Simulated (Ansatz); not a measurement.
# ZrCdS3 (model cell, started as cubic perovskite with Zr in the octahedra): following an unstable mode

Wanted: the energy along a soft mode of ZrCdS3 (model cell, started as cubic perovskite with Zr in the octahedra) and the structure at the end.

Method: DFT PBEsol, scalar-relativistic, plane waves, PAW; PAW set soft_1, in Ansatz 0.2.0.

The structure was built from a prototype and need not be the compound's stable phase.

### 1. The structure

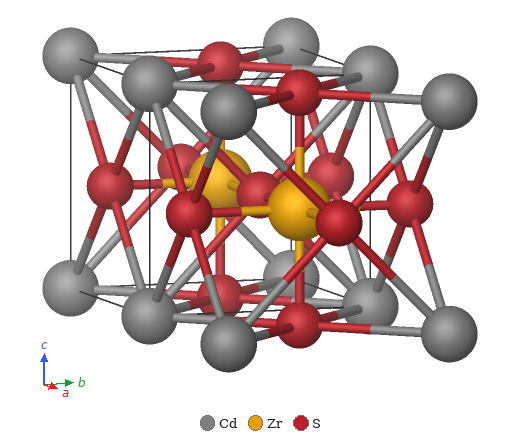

The cell as given, slightly off an axis (cadmium grey, zirconium orange, sulfur red). 2×1×1 cells are drawn. Some periodic images of atoms are drawn too.

### 2. Response at finite wavevector

The cell comes from relaxations at this level that are not shown. Stability and thermal properties need the whole zone. Linear response on a 2×2×2 q mesh gives force constants as far as a supercell of that size would.

input.yaml reads:

```yaml
crystal:
  lattice:
    - [4.9204475525, 0.0, 0.0]
    - [0.0, 4.9204475525, 0.0]
    - [0.0, 0.0, 4.9204475525]
  atoms:
    - { symbol: Cd, position: [0.0, 0.0, 0.0] }
    - { symbol: Zr, position: [0.5, 0.5, 0.5] }
    - { symbol: S, position: [0.5, 0.5, 0.0] }
    - { symbol: S, position: [0.5, 0.0, 0.5] }
    - { symbol: S, position: [0.0, 0.5, 0.5] }
kpoints:
  mp_grid: { grid: [8, 8, 8] }
hamiltonian:
  xc: pbesol
  pseudopotentials: { kind: paw, azcp: { folder: soft_1 }, xc_functional: pbe }
scf:
  occupations: { method: methfessel_paxton, width: 0.2 }
output:
  eigenvalues: true
phonons:
  method: dfpt
  qmesh: [2, 2, 2]
  temperatures: { t_max: 1000, t_step: 50 }
  qpath:
    path:
      - [[0.0, 0.0, 0.0], [0.0, 0.5, 0.0], [0.5, 0.5, 0.0], [0.0, 0.0, 0.0], [0.5, 0.5, 0.5], [0.0, 0.5, 0.0]]
      - [[0.5, 0.5, 0.5], [0.5, 0.5, 0.0]]
    npoints: 10
```

Command:

```bash
> ansatz run input.yaml --threads 8 --pin off --max-ram 16384MiB --backend cpu --events-out ev --progress --plain --runs-dir out
```

Numbers of over 12 decimals in the logs are rounded to 6 here.

The log of the run:

```text
Engine: ansatz 0.2.0, x86_64-unknown-linux-gnu
Pseudopotentials: kind: paw
Pseudopotential: Cd, paw, valence charge 20, recommended cutoff 420 eV (normal), soft_1/Cd.paw.azcp
Pseudopotential: Zr, paw, valence charge 12, recommended cutoff 420 eV (normal), soft_1/Zr.paw.azcp
Pseudopotential: S, paw, valence charge 6, recommended cutoff 420 eV (normal), soft_1/S.paw.azcp
Functional definition: PBEsol
  exchange = pbesol_x
  correlation = pbesol_c
Crystal: 5 atoms, lattice volume = 119.128 Å³
Basis set: ecut = 420 eV, 2325 PW (Γ), exchange–correlation on 72×72×72 points (8 copies of the dense FFT grid, shifted against one another)
Bands: 30, of which v1, the nominal top of the filled ones, is band 25 counted from 1 (24 counted from 0)
Symmetry: 48 space group operations
k-points: 35 of 512
Non-local potential: Cd, projectors of the file, l = 0: 3, l = 1: 2, l = 2: 2, l = 3: 1
Non-local potential: Zr, projectors of the file, l = 0: 3, l = 1: 2, l = 2: 2, l = 3: 1
Non-local potential: S, projectors of the file, l = 0: 2, l = 1: 2, l = 2: 1
PAW form: soft (Blöchl's): semilocal exchange-correlation on the pseudo side does not see the compensation charge
PAW frozen core: Cd, regenerated for the run's functional, and the local potential with it (the file was generated under x = pbe(κ = 0.804, μ = 0.219515), c = pbe(β = 0.066725))
PAW frozen core: Zr, regenerated for the run's functional, and the local potential with it (the file was generated under x = pbe(κ = 0.804, μ = 0.219515), c = pbe(β = 0.066725))
PAW frozen core: S, regenerated for the run's functional, and the local potential with it (the file was generated under x = pbe(κ = 0.804, μ = 0.219515), c = pbe(β = 0.066725))
PAW one-centre angular grid: Cd, 590 points (default); XC on 64 Gauss nodes
PAW one-centre angular grid: Zr, 590 points (default); XC on 64 Gauss nodes
PAW one-centre angular grid: S, 110 points (default); XC on 64 Gauss nodes
Initial density: superposition of atomic densities (chi_scale 0.1, normalization cell, long waves kept (reshape's long-wave potential 0.00 eV rms))
Initial wavefunctions: pseudopotential atomic-orbital guess
Functional: x = pbesol(κ = 0.804, μ = 0.123457), c = pbesol(β = 0.046)
SCF iter   1: F=—  HF=-14971.455202 eV  |F-HF|=—  |Δ(HF+E_count)|=         —  Δρ=3.98e-2  dr2=4.29e0  ethr=3.10e-3  ⟨swp⟩=6.0  Hψ=4609  notcnv=0
preconditioner: auto → Kerker (q_TF=auto, 2.361 Å⁻¹)  [metal: Δε(μ)=0.001 eV  Ē_g=7.791 eV  σ=0.200 eV  W_gap=0.00  n_scr=26 (ndim 8)  ℏωp=19.8 eV  f_vac=0.000  D(μ)=3.09/eV (n_scr^D=18)]
SCF iter   2: F=—  HF=-14970.829647 eV  |F-HF|=—  |Δ(HF+E_count)|=   6.26e-1  S|Δr|=    0.00e0  Δρ=2.28e-2  dr2=1.77e0  ethr=3.10e-3  ⟨swp⟩=2.0  Hψ=1432  notcnv=0
SCF iter   3: F=—  HF=-14970.410655 eV  |F-HF|=—  |Δ(HF+E_count)|=   4.19e-1  S|Δr|=    0.00e0  Δρ=6.24e-3  dr2=1.64e-1  ethr=3.10e-3  ⟨swp⟩=2.7  Hψ=1705  notcnv=0
SCF iter   4: F=—  HF=-14970.369131 eV  |F-HF|=—  |Δ(HF+E_count)|=   4.15e-2  S|Δr|=    0.00e0  Δρ=2.57e-3  dr2=1.74e-2  ethr=3.28e-4  ⟨swp⟩=2.5  Hψ=2055  notcnv=0
SCF iter   5: F=—  HF=-14970.366077 eV  |F-HF|=—  |Δ(HF+E_count)|=   3.05e-3  S|Δr|=    0.00e0  Δρ=8.83e-4  dr2=8.66e-4  ethr=3.49e-5  ⟨swp⟩=2.0  Hψ=1506  notcnv=0
SCF iter   6: F=—  HF=-14970.366050 eV  |F-HF|=—  |Δ(HF+E_count)|=   2.70e-5  S|Δr|=    0.00e0  Δρ=2.00e-4  dr2=6.83e-5  ethr=1.73e-6  ⟨swp⟩=2.1  Hψ=1981  notcnv=0  defer=1
SCF iter   7: F=—  HF=-14970.366091 eV  |F-HF|=—  |Δ(HF+E_count)|=   4.11e-5  S|Δr|=    0.00e0  Δρ=5.59e-5  dr2=7.90e-6  ethr=1.37e-7  ⟨swp⟩=2.1  Hψ=1311  notcnv=0  defer=1
SCF iter   8: F=—  HF=-14970.366077 eV  |F-HF|=—  |Δ(HF+E_count)|=   1.33e-5  S|Δr|=    0.00e0  Δρ=1.17e-5  dr2=2.74e-7  ethr=1.58e-8  ⟨swp⟩=2.1  Hψ=1567  notcnv=0  defer=1
SCF iter   9: F=—  HF=-14970.366091 eV  |F-HF|=—  |Δ(HF+E_count)|=   1.34e-5  S|Δr|=    0.00e0  Δρ=3.44e-6  dr2=3.00e-8  ethr=5.49e-10  ⟨swp⟩=2.1  Hψ=1465  notcnv=0  defer=1
SCF iter  10: F=—  HF=-14970.366091 eV  |F-HF|=—  |Δ(HF+E_count)|=  7.28e-10  S|Δr|=    0.00e0  Δρ=5.30e-7  dr2=3.66e-10  ethr=6.00e-11  ⟨swp⟩=2.3  Hψ=1637  notcnv=0  defer=1
SCF iter  11: F=-14970.366091 eV  HF=-14970.366091 eV  |F-HF|=1.46e-11  |Δ(HF+E_count)|=  2.46e-10  S|Δr|=    0.00e0  Δρ=9.46e-8  dr2=7.45e-12  ethr=1.00e-12  ⟨swp⟩=6.7  Hψ=6217  notcnv=0
SCF 1 converged in 11 iterations: F = -14970.366091 eV  dr2 = 7.45e-12
  greatest PAW one-centre occupation: 1.000 electrons in one spin orbital (limit 2), on the Cd atom at site 0 (counted from 0), in its partial waves of l = 0
Initial density: read from a saved state, or passed on in memory by an earlier SCF of this step, an earlier step, the calling program or the single point that the run made first
iter 1 solved again at ethr=1.25e-6 eV; its pass at ethr=3.10e-3 eV (dr2=6.26e-4 eV) is discarded
SCF iter   1: F=—  HF=-14970.366089 eV  |F-HF|=—  |Δ(HF+E_count)|=         —  Δρ=2.04e-6  dr2=2.20e-9  ethr=1.25e-6  ⟨swp⟩=3.3  Hψ=7267  notcnv=0
eigensolver tolerance schedule: the retry pair's looser diagonalisation over-reported the residual by 285096.25 of it (diagonalisation noise at an unbounded share of the residual, at the tolerance the schedule requests for it); recorded, not acted on — ethr = c·dr2/N_el stays at c = 1.0e-1
preconditioner: auto → Kerker (q_TF=auto, 2.361 Å⁻¹)  [metal: Δε(μ)=0.036 eV  Ē_g=8.244 eV  σ=0.200 eV  W_gap=0.15  n_scr=26 (ndim 8)  ℏωp=19.8 eV  f_vac=0.003  D(μ)=3.61/eV (n_scr^D=26)]
SCF iter   2: F=—  HF=-14970.366091 eV  |F-HF|=—  |Δ(HF+E_count)|=   1.36e-6  S|Δr|=    0.00e0  Δρ=9.80e-7  dr2=5.56e-10  ethr=4.39e-12  ⟨swp⟩=5.1  Hψ=3562  notcnv=0
SCF iter   3: F=—  HF=-14970.366091 eV  |F-HF|=—  |Δ(HF+E_count)|=  6.00e-11  S|Δr|=    0.00e0  Δρ=6.64e-7  dr2=2.28e-10  ethr=1.11e-12  ⟨swp⟩=1.5  Hψ=1078  notcnv=0
SCF iter   4: F=—  HF=-14970.366091 eV  |F-HF|=—  |Δ(HF+E_count)|=  1.64e-11  S|Δr|=    0.00e0  Δρ=4.18e-7  dr2=9.06e-11  ethr=1.00e-12  ⟨swp⟩=1.0  Hψ=1050  notcnv=0
SCF iter   5: F=—  HF=-14970.366091 eV  |F-HF|=—  |Δ(HF+E_count)|=  1.82e-12  S|Δr|=    0.00e0  Δρ=2.67e-7  dr2=3.94e-11  ethr=1.00e-12  ⟨swp⟩=1.0  Hψ=1050  notcnv=0
SCF iter   6: F=—  HF=-14970.366091 eV  |F-HF|=—  |Δ(HF+E_count)|=  1.82e-12  S|Δr|=    0.00e0  Δρ=1.96e-7  dr2=2.12e-11  ethr=1.00e-12  ⟨swp⟩=1.0  Hψ=1050  notcnv=0
SCF iter   7: F=-14970.366091 eV  HF=-14970.366091 eV  |F-HF|=3.64e-12  |Δ(HF+E_count)|=    0.00e0  S|Δr|=    0.00e0  Δρ=1.28e-7  dr2=9.03e-12  ethr=1.00e-12  ⟨swp⟩=1.7  Hψ=2349  notcnv=0
SCF 2 converged in 7 iterations: F = -14970.366091 eV  dr2 = 9.03e-12
phonons: the bands overlap, so this run is a metal and interpolates without the dipole-dipole term. If the crystal is really an insulator or semiconductor, its LO-TO splitting is missing
NSCF: frozen V_eff on 35 k-points
WARN: eigensolver did not converge (k=33): 1 band(s) unlocked after 2 eigensolves, warm-restarted (20 sweeps on the last) at ethr=1.77e-12 eV (storage-precision floor; scheduled 1.00e-12 eV) (lowest unlocked band 29, counted from 0; max residual 3.07e-2 eV among the unlocked bands, 3.07e-2 eV over every band; other slots of this pass that fall short are told together in one closing line; warning suppressed until the next SCF loop or pass starts)
NSCF: frozen V_eff on 125 k-points
DFPT response loops at q = (0, 0, 0) (fractional): preconditioner auto → Kerker (q_TF=auto, 2.361 Å⁻¹) (partly filled bands, converged f_vac=0.003); β = 1.00, the filter's whole step (`scf.mixing.beta` (0.50) is not read by the response loops under this deck's `scf.mixing.preconditioner`; to damp them name `kerker` or `kerker_dos`, under which they read `scf.mixing.beta`, and type it under 1.00, their step now; both keys bind the ground state too); Broyden in place of MSR1
NSCF: frozen V_eff on 250 k-points
DFPT response loops at q = (0, 0, -0.5) (fractional): mixed as the last ones told, above
NSCF: frozen V_eff on 250 k-points
DFPT response loops at q = (0, -0.5, -0.5) (fractional): mixed as the last ones told, above
NSCF: frozen V_eff on 250 k-points
DFPT response loops at q = (-0.5, -0.5, -0.5) (fractional): mixed as the last ones told, above
SCF converged after 11 iterations
Stability not checked: this state was not tested for a lower state beside it, because cold or Methfessel-Paxton smearing, or corrected tetrahedra, fill the levels in a way that the test cannot read (fill_not_monotonic; see scf.lower_state_search)
Free energy (F): -14970.366091 eV
Harris-Foulkes:  -14970.366091 eV  (|F-HF|=1.46e-11)
Internal energy: -14970.356736 eV  (E = F + TS)
E sigma→0 (E₀):  -14970.363752 eV
Entropy (-TS):   -0.009355 eV (-1.871 meV/atom)
Fermi energy:    7.115321 eV
--- Per-component energies (eV) ---
  E_band       = -680.112942
  E_kinetic    = 1072.169273
  E_local      = -5109.758526  (includes V_loc(G=0)·N_el)
  E_nonlocal   = 303.449030
  E_hartree    = 2180.594824
  E_xc         = -570.622035
  E_vxc        = -622.245119  (∫ρ·V_xc dr)
  E_paw        = -8718.291828  (= ΣΔE_a)
  E_vpaw       = -684.917494  (= ΣTr[D̂ρ^β])
  E_aug_tail   = 0.000266  (compensation charges beyond the density's cutoff)
  E_ewald      = -4128.591268
  E_core_change = 0.693530  (= ΣΔE_core)
  E_smearing   = -0.009355  (= −TS)
  E_closure    = -0.000000  (closes the sum)
  Σ components = -14970.366091   (vs F -14970.366091, Δ=0.00e0)
--- Band table (eV; the first three rows and the last of 35) ---
  k-point 0: bands = [... 21 lower, 6.1008, 6.1008, 6.7086, 6.7086, 6.7086, 7.8622, 7.8622, 7.8622, ... 1 higher]
  k-point 1: bands = [... 21 lower, 5.8765, 6.0477, 6.6030, 6.6030, 6.6730, 7.8692, 8.3346, 8.3346, ... 1 higher]
  k-point 2: bands = [... 21 lower, 5.3966, 5.9262, 6.5796, 6.5796, 7.2472, 7.8863, 9.2105, 9.2105, ... 1 higher]
  k-point 34: bands = [... 21 lower, 3.2528, 5.6842, 7.3617, 7.3617, 7.3617, 10.7764, 10.7764, 10.7764, ... 1 higher]
--- Phonons (Γ-DFPT): 4 representative perturbations + reference (Σ response iterations 12) ---
  ASR residual: 5.530e-5 → 0.000e0 eV/Å²; symmetrization residual: 1.810e-5 eV/Å²
  ASR residual per site (eV/Å²): 4.00e-5 3.02e-5 5.53e-5 5.53e-5 5.53e-5
  Γ frequencies (cm⁻¹): -135.65 -135.65 -135.65 -118.82 -118.82 -118.82 -57.26 -57.26 -57.26 0.00 0.00 0.00 356.74 356.74 356.74
--- Phonons (arbitrary-q DFPT): 4 irreducible q on the 2×2×2 mesh ---
  q = [0.0000, 0.0000, 0.0000] (star 1, of the zone-centre solve; hermiticity 2.93e-6, symmetrization 2.03e-12): -135.65 -135.65 -135.65 -118.82 -118.82 -118.82 -57.26 -57.26 -57.26 -0.00 0.00 0.00 356.74 356.74 356.74
  q = [0.0000, 0.0000, -0.5000] (star 3, 9 solved perturbations in 975 linear systems a pass and spin channel, the states on 125 of 512 k-point pairs; hermiticity 8.91e-7, symmetrization 2.20e-12): -129.29 -118.02 -118.02 -71.32 -71.32 -53.69 -50.76 -50.76 -31.80 51.06 51.06 199.92 361.37 361.37 414.85
  q = [0.0000, -0.5000, -0.5000] (star 3, 9 solved perturbations in 975 linear systems a pass and spin channel, the states on 125 of 512 k-point pairs; hermiticity 1.11e-6, symmetrization 1.89e-13): -183.56 -97.42 -97.42 -64.52 -60.91 -3.61 -3.61 58.77 58.77 124.78 193.99 193.99 364.18 367.39 446.30
  q = [-0.5000, -0.5000, -0.5000] (star 1, 4 solved perturbations in 350 linear systems a pass and spin channel, the states on 125 of 512 k-point pairs; hermiticity 5.56e-8, symmetrization 2.59e-13): -180.15 -180.15 -180.15 -64.90 -64.90 -64.90 149.35 149.35 149.35 185.17 185.17 185.17 361.88 361.88 466.85
  sum rule: each row above includes the acoustic sum rule's correction from the zone centre's row sums; it moved no ω² by more than (0.68 cm⁻¹)²
  mesh force constants: q→R imaginary residual 2.89e-18; ASR residual 5.530e-5 → 0.000e0 eV/Å²; symmetrization residual 1.776e-14 eV/Å²
  interpolated dispersion: 62 rows × 15 modes
  density of states and harmonic sums: on the 14×14×14 q-mesh, interpolated from the force constants of a 2×2×2 supercell (no non-analytic term)
  largest difference from the sums on the solved wave vectors: F 2.18e-1 eV, S 3.16e-4 and C_V 9.86e-5 eV/K
  zero-point energy: 0.105719 eV/cell   skipped modes (ω ≤ 0): 875, of them read as no rigid motion or as one in doubt: 872 (7.105e0 modes/cell left out, lowest -183.56 cm⁻¹)   left out of the sums: 4.74e-1 of the cell's modes: C_V's classical limit lies that fraction below 3 k_B per atom; for a crystal, a wire or a layer, F and S can be off by more, and a phonons.interpolated_qmesh denser along its periods is the remedy for the sampling
```

Wall time 1.7 min (8 threads of AMD EPYC 7B13 (Zen 3), shared host); peak memory 1.5 GiB; 13 min of CPU time.

Reading the cycles: dr2 is the Hartree energy of the density residual (eV), the measure of convergence; HF is the Harris–Foulkes estimate of the energy, which meets the free energy F at convergence.

This step gave:

```
volume per atom                                         : 23.83 Å³
gap on the k-mesh                                       : 0 eV
sum-rule residual before enforcement                    : 5.53e-5 eV/Å²
lowest frequency on the path                            : -183.6 cm⁻¹
point group                                             : m-3m
highest frequency on the path or at a solved wavevector : 466.9 cm⁻¹
highest optical mode at the zone centre (no LO-TO term) : 356.7 cm⁻¹
lowest optical zone-centre mode                         : -135.7 cm⁻¹
lowest mode on the q mesh (acoustic modes at Γ apart)   : -183.6 cm⁻¹
```

Frequencies (cm⁻¹) solved at each irreducible wavevector; negative means imaginary. Frequencies by wavevector, by row:

```tsv
q in reciprocal lattice units	star	mode 1	mode 2	mode 3	mode 4	mode 13	mode 14	mode 15
0 0 0	1	-135.7	-135.7	-135.7	-118.8	356.7	356.7	356.7
0 0 -0.5	3	-129.3	-118	-118	-71.3	361.4	361.4	414.9
0 -0.5 -0.5	3	-183.6	-97.4	-97.4	-64.5	364.2	367.4	446.3
-0.5 -0.5 -0.5	1	-180.2	-180.2	-180.2	-64.9	361.9	361.9	466.9
```

Interpolated from a 2×2×2 q mesh. Phonon branches along the path, in cm⁻¹:

```tsv
point	branch 1	branch 2	branch 3	branch 4	branch 12	branch 13	branch 14	branch 15
Γ	-136	-136	-136	-119	0	357	357	357
X	-129	-118	-118	-71	200	361	361	415
M	-184	-97	-97	-64	194	364	367	446
Γ	-136	-136	-136	-119	0	357	357	357
R	-180	-180	-180	-65	185	362	362	467
X	-129	-118	-118	-71	200	361	361	415
jump to R	-180	-180	-180	-65	185	362	362	467
M	-184	-97	-97	-64	194	364	367	446
```

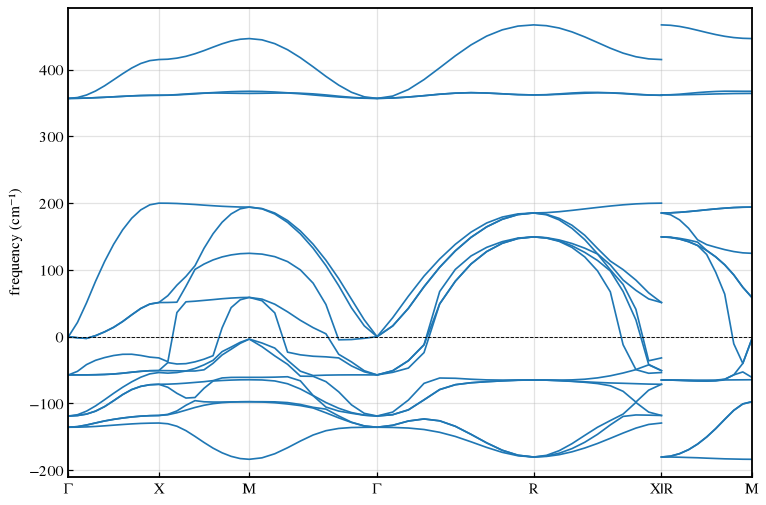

Phonon branches along the path.

Symmetry leaves 4 wavevectors to solve. The lowest mode among them, the acoustic zeros apart, lies at q = (0, -0.5, -0.5) and is imaginary, 183.6i cm⁻¹, so the energy falls along it.

### 3. The mode frozen in, largest atomic shift 0 Å

The mode followed lies at q = (-0.5, -0.5, -0.5) with frequency 180.2i cm⁻¹ and is 3-fold degenerate, one of the unstable modes though not the softest. At small amplitude the distorted cell has space group no. 74 by a symmetry search on the positions. The undistorted cell that holds it gives the zero of energy on the same k mesh.

System of this step: ZrCdS3 (model cell, started as cubic perovskite with Zr in the octahedra). It takes space group Pm-3m (No. 221, cubic). Conventional cell: a = 4.920 Å, b = 4.920 Å, c = 4.920 Å, α = 90.00°, β = 90.00°, γ = 90.00°. Nearest to Cd lie 12 S at 3.48 Å. Zr has 6 S at 2.46 Å nearest. S has 2 Zr at 2.46 Å nearest. Farther neighbours and most contacts between anions are not listed.

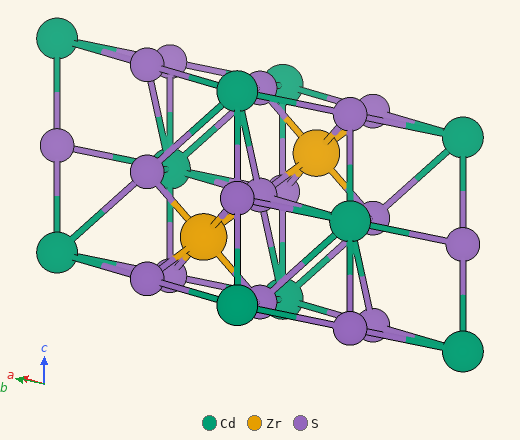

The cell of this step (cadmium teal, zirconium orange, sulfur purple). Some periodic images of atoms are drawn too.

input.yaml, the sections that differ from step 2:

```yaml
crystal:
  lattice:
    - [4.9204475525, 4.9204475525, 0.0]
    - [4.9204475525, 0.0, 4.9204475525]
    - [4.9204475525, 0.0, -4.9204475525]
  atoms:
    - { symbol: Cd, position: [0.0, 0.5, 0.5] }
    - { symbol: Cd, position: [0.0, 0.0, 0.0] }
    - { symbol: Zr, position: [0.5, 0.25, 0.75] }
    - { symbol: Zr, position: [0.5, 0.75, 0.25] }
    - { symbol: S, position: [0.5, 0.0, 1.0] }
    - { symbol: S, position: [0.5, 0.5, 0.5] }
    - { symbol: S, position: [0.0, 0.0, 0.5] }
    - { symbol: S, position: [0.0, 0.5, 0.0] }
    - { symbol: S, position: [0.5, 0.0, 0.5] }
    - { symbol: S, position: [0.5, 0.5, 0.0] }
output:
  forces: true
  stress: true
  eigenvalues: true
# kpoints, hamiltonian, scf: as in step 2
# phonons: removed
```

The log of the run:

```text
[...]
Crystal: 10 atoms, lattice volume = 238.256 Å³
Basis set: ecut = 420 eV, 4645 PW (Γ), exchange–correlation on 96×96×96 points (8 copies of the dense FFT grid, shifted against one another)
Bands: 60, of which v1, the nominal top of the filled ones, is band 50 counted from 1 (49 counted from 0)
Symmetry: 96 space group operations
[...]
k-points: 29 of 512
[...]
k-point 0: bands = [... 46 lower, 6.7075, 6.7075, 6.7075, 7.3602, 7.3602, 7.3602, 7.8624, 7.8624, ... 6 higher]
  k-point 1: bands = [... 46 lower, 6.5535, 6.5535, 6.6311, 7.2646, 7.2646, 7.2985, 8.1180, 8.1180, ... 6 higher]
  k-point 2: bands = [... 46 lower, 6.3405, 6.3405, 6.7886, 7.0147, 7.0147, 7.1313, 8.6256, 8.6256, ... 6 higher]
  k-point 28: bands = [... 46 lower, 5.8026, 5.8026, 6.6464, 6.6464, 7.8649, 7.8649, 9.2554, 9.2554, ... 6 higher]
[key lines of the parts left out:]
SCF converged after 9 iterations
Free energy (F): -29940.732414 eV
Fermi energy:    7.085935 eV
P = ⅓ Tr σ = -0.0186 GPa (-0.186 kbar)
```

Wall time 3 s (8 threads); peak memory 1.1 GiB; 21 s of CPU time.

Numbers from this step:

| Property | Result |
| --- | --- |
| pressure | -0.01864 GPa |
| energy from the undistorted cell | 0 meV/atom |

The run ends at a pressure of -0.02 GPa.

### 4. The mode frozen in, largest atomic shift 0.6 Å

The atoms are moved along the unstable eigenvector, the largest shift by 0.6 Å, with the cell fixed.

input.yaml, the sections that differ from step 3:

```yaml
crystal:
  lattice:
    - [4.9204475525, 4.9204475525, 0.0]
    - [4.9204475525, 0.0, 4.9204475525]
    - [4.9204475525, 0.0, -4.9204475525]
  atoms:
    - { symbol: Cd, position: [0.0, 0.5, 0.5] }
    - { symbol: Cd, position: [0.0, 0.0, 0.0] }
    - { symbol: Zr, position: [0.5, 0.25, 0.75] }
    - { symbol: Zr, position: [0.5, 0.75, 0.25] }
    - { symbol: S, position: [0.4137753092, 0.0862246908, 1.0862246908] }
    - { symbol: S, position: [0.5862246908, 0.4137753092, 0.4137753092] }
    - { symbol: S, position: [0.0, -0.0431123454, 0.5431123454] }
    - { symbol: S, position: [0.0, 0.5431123454, -0.0431123454] }
    - { symbol: S, position: [0.5, -0.0431123454, 0.5431123454] }
    - { symbol: S, position: [0.5, 0.5431123454, -0.0431123454] }
# kpoints, hamiltonian, scf, output: as in step 3
```

The log of the run:

```text
[...]
Crystal: 10 atoms, lattice volume = 238.256 Å³
Basis set: ecut = 420 eV, 4645 PW (Γ), exchange–correlation on 96×96×96 points (8 copies of the dense FFT grid, shifted against one another)
Bands: 60, of which v1, the nominal top of the filled ones, is band 50 counted from 1 (49 counted from 0)
Symmetry: 8 space group operations
[...]
k-points: 95 of 512
[...]
k-point 0: bands = [... 46 lower, 6.7671, 6.8163, 6.9028, 7.1360, 7.4911, 7.6942, 8.0332, 8.2057, ... 6 higher]
  k-point 1: bands = [... 46 lower, 6.5543, 6.6372, 6.9177, 7.1769, 7.3497, 7.9597, 8.2030, 8.3965, ... 6 higher]
  k-point 2: bands = [... 46 lower, 6.3995, 6.4125, 6.8813, 7.0886, 7.2260, 7.9934, 8.7049, 8.7492, ... 6 higher]
  k-point 94: bands = [... 46 lower, 5.8970, 5.8970, 6.3648, 6.3648, 8.2007, 8.2007, 9.0719, 9.0719, ... 6 higher]
[key lines of the parts left out:]
SCF converged after 10 iterations
Free energy (F): -29942.806598 eV
Fermi energy:    7.243364 eV
P = ⅓ Tr σ = -3.6549 GPa (-36.549 kbar)
```

Wall time 8.8 s (8 threads); peak memory 1.5 GiB; 66 s of CPU time.

Numbers from this step:

```yaml
pressure: -3.655 GPa
energy_from_the_undistorted_cell: -207.4 meV/atom
```

The energy, extrapolated to zero smearing, is -207.41 meV/atom against the undistorted cell.

The run ends at a pressure of -3.65 GPa, with forces up to 1.4 eV/Å.

(Part 1 of 3 ends here.)

[Logs are printed without paths, hosts, clocks, repeated set-up lines and the standing remarks that a program may print on its own settings, such as how far it seeks lower states.]

[Hosts, paths, dates, database ids (printed as entryN), source tags and the programs' standing remarks are cut or masked in the printed files.]
